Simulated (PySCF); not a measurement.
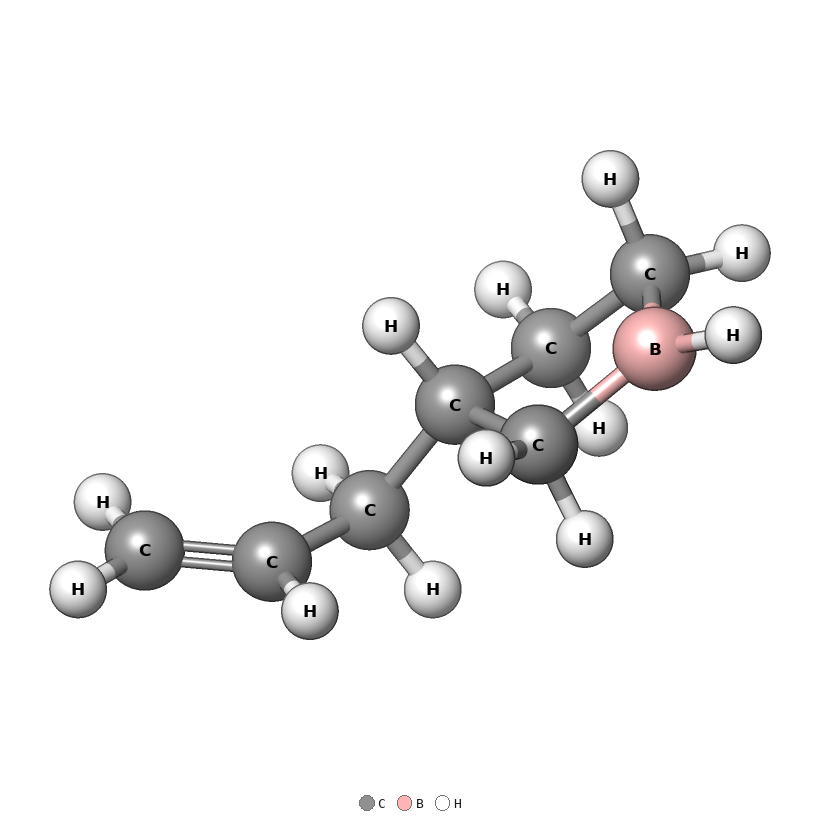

Rendered structure (ball-and-stick style). Multiple sticks mark multiple bonds (one Kekulé form).

**Give the formula.**

C7H13B, 21 atoms: 7 carbon, 13 hydrogen and 1 boron.

**Name some functional groups or characteristic bonds that it holds.**

Among them: alkene, B–H bond.

**Does it have rings?**

Independent rings (smallest set): 1 of 5 members.

**Write the SMILES.**

C=CC[C@H]1CBCC1

**Give the symmetry (Schoenflies symbol).**

C1.

More results for the same structure follow; atom numbers are the same in all pictures, views and colours differ. The geometry was computed by an optimisation with PBE0-D3(BJ)/def2-SVP. No frequency run is at hand to confirm it as a minimum.

**Core levels**

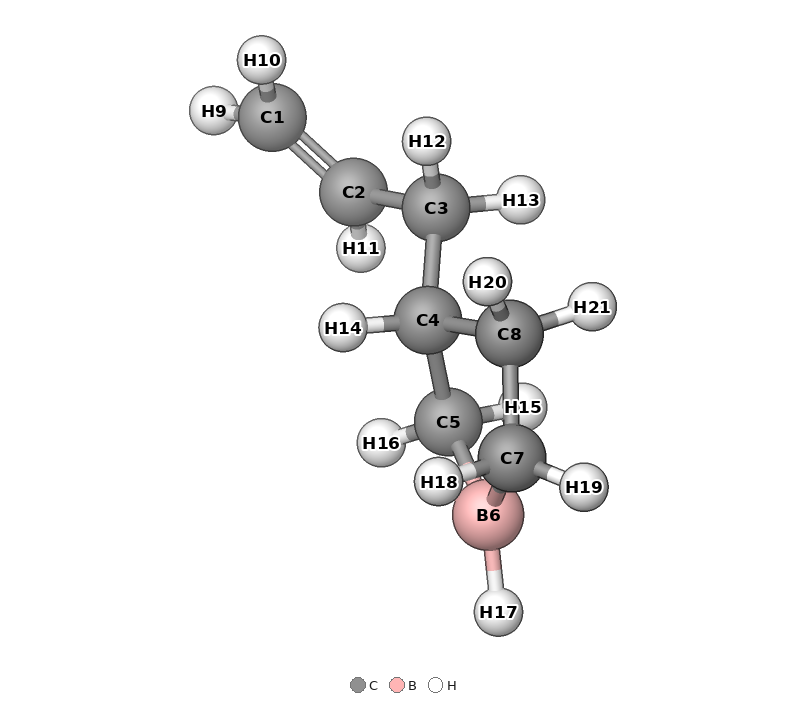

No frequency run is at hand to confirm it as a minimum. Method: delta-SCF UKS SCAN, pcX-2 on the ionised atom, pcseg-1 elsewhere, spin-free X2C (PySCF 2.14.0).

Give the core-electron binding energies (to vacuum) of C1 1s, C2 1s, C3 1s, C4 1s, C5 1s, B6 1s, C7 1s, C8 1s.

```json
{"atom": "C1", "level": "1s", "binding energy (eV)": "289.9"}
{"atom": "C2", "level": "1s", "binding energy (eV)": "290.3"}
{"atom": "C3", "level": "1s", "binding energy (eV)": "290.4"}
{"atom": "C4", "level": "1s", "binding energy (eV)": "290.3"}
{"atom": "C5", "level": "1s", "binding energy (eV)": "289.8"}
{"atom": "B6", "level": "1s", "binding energy (eV)": "195.6"}
{"atom": "C7", "level": "1s", "binding energy (eV)": "289.9"}
{"atom": "C8", "level": "1s", "binding energy (eV)": "290.3"}
```

**Electronic properties**

No frequency run is at hand to confirm it as a minimum. Properties computed with B3LYP/def2-SVPD, gas phase (PySCF 2.14.0). Excitations: vertical, linear response.

**What is the dipole moment?**

0.38 D.

**Estimate the HOMO energy (Kohn–Sham orbital).**

−7.12 eV.

**Estimate the LUMO energy (Kohn–Sham orbital).**

−0.97 eV.

**What is the brightest of the 10 lowest singlets?**

7.13 eV.

**Bond orders**

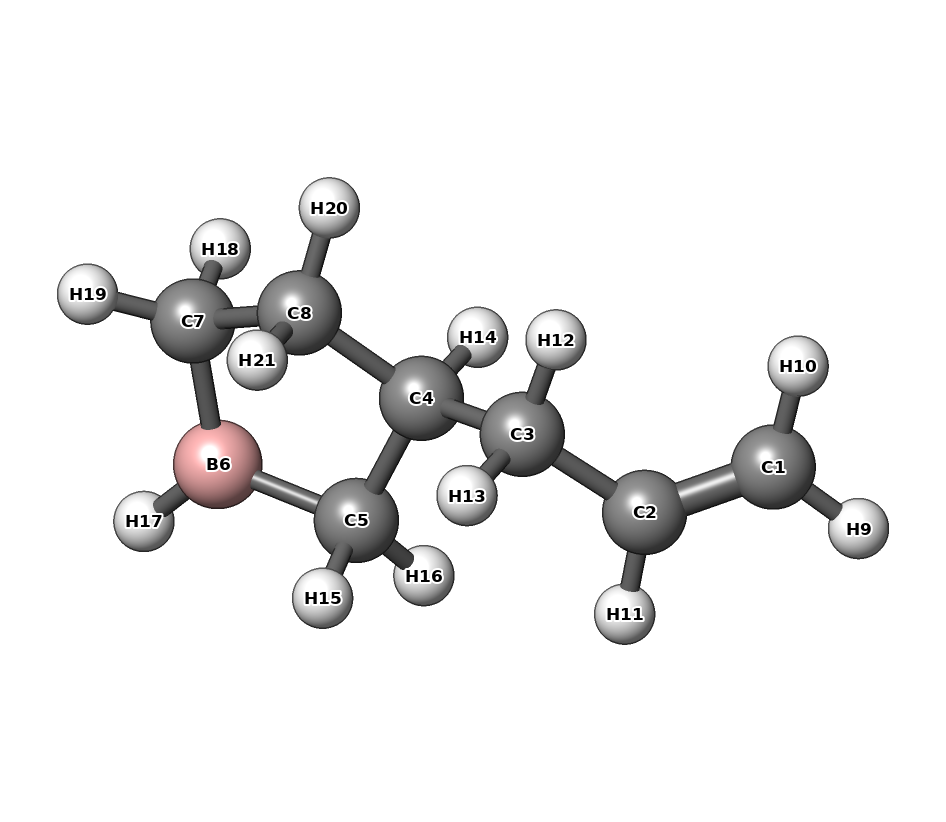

The thickness of each stick grows with its Mayer bond order. No frequency run is at hand to confirm it as a minimum. Level of theory: PBE0/pcSseg-1 (PySCF 2.14.0).

**Which bond between heavy atoms has the highest Mayer bond order?**

C1–C2, 1.99, at a length of 1.334 Å.

List the Mayer bond orders of C1–C2, C2–C3, C3–C4, C4–C5, C4–C8, C5–B6, B6–C7, C7–C8 (bonds between heavy atoms, one of each equivalent set).

| bond | Mayer order | length (Å) |
| --- | --- | --- |
| C1–C2 | 1.99 | 1.334 |
| C2–C3 | 1.04 | 1.496 |
| C3–C4 | 1.00 | 1.529 |
| C4–C5 | 1.01 | 1.539 |
| C4–C8 | 1.00 | 1.535 |
| C5–B6 | 1.00 | 1.568 |
| B6–C7 | 0.99 | 1.568 |
| C7–C8 | 1.05 | 1.533 |
